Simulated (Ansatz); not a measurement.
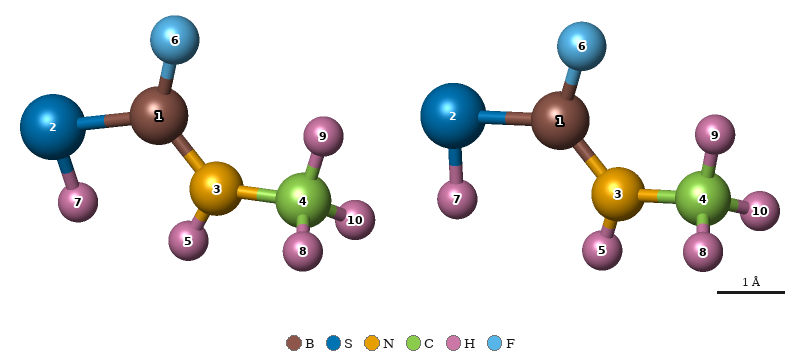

Two geometries of CH5BFNS, drawn at one scale. One is the start of a relaxation, the other its converged end. A ball-and-stick model, seen at a tilt.

The calculation used RKS B3LYP/def2-SVP in Ansatz. Settings: no spin polarisation; force threshold 0.03 eV/Å; at most 50 steps.

**Which one is relaxed?**

The right one is the relaxed one. The run prepares an end point of a later path (reaction) calculation, from a guessed geometry. After 6 geometry steps the energy has fallen by 0.140 eV. Largest force component: 0.61 eV/Å at the start, 0.022 eV/Å at the end. The largest move after the best rigid fit is that of H7, 0.33 Å. Largest moves by element: H 0.33 Å, S 0.17 Å, F 0.16 Å, B 0.12 Å, N 0.11 Å, C 0.04 Å. Near-neighbour distances that change, for instance: B1–S2 1.870 → 1.839 Å, B1–N3 1.390 → 1.401 Å, B1–F6 1.336 → 1.342 Å, N3–C4 1.448 → 1.453 Å. Among the angles between lasting bonds that change: B1–N3–H5 110.4° → 119.6°, S2–B1–N3 116.7° → 125.1°, B1–N3–C4 130.5° → 125.6°. The run took 15 s on 2 threads of Intel(R) Xeon(R) Platinum 8488C (Sapphire Rapids) (shared host), peak memory 0.22 GiB.
